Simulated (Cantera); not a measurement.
Charge: 1 mol Pb, 2.4 mol H2, at 0.000210 bar.

These are equilibrium values from Cantera (NASA tables, ideal gas, pure condensed phases), not measurements of a reactor. Candidate condensed phases: Pb; 4 gas species. Kinetics and transport are ignored.

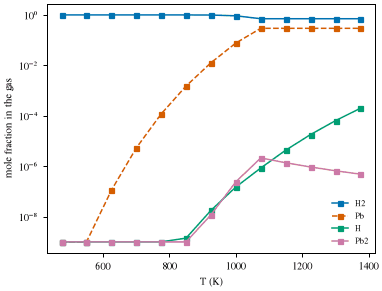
*Equilibrium gas composition (values under 1e-9 drawn at 1e-9)*

From 475 K to 550 K the condensed part is Pb(s). From 625 K to 1000 K the condensed part is Pb(l). From 1075 K to 1375 K nothing is condensed.
